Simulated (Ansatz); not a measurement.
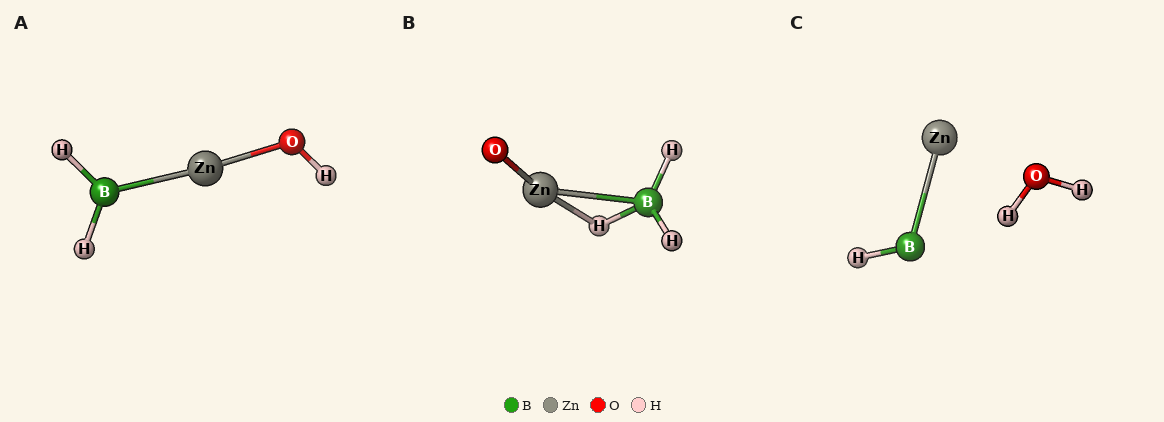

3 stationary structures of one formula. Geometries: PBE0-D4/def2-TZVP. Electronic energies: PBE0-D4/def2-TZVP (Ansatz 0.2.0), without zero-point energy. No frequency run is at hand to confirm each as a minimum.

### Which structure is the most stable?

A is lowest; C lies 2.883 eV above it (C1), B lies 3.188 eV above it (Cs).
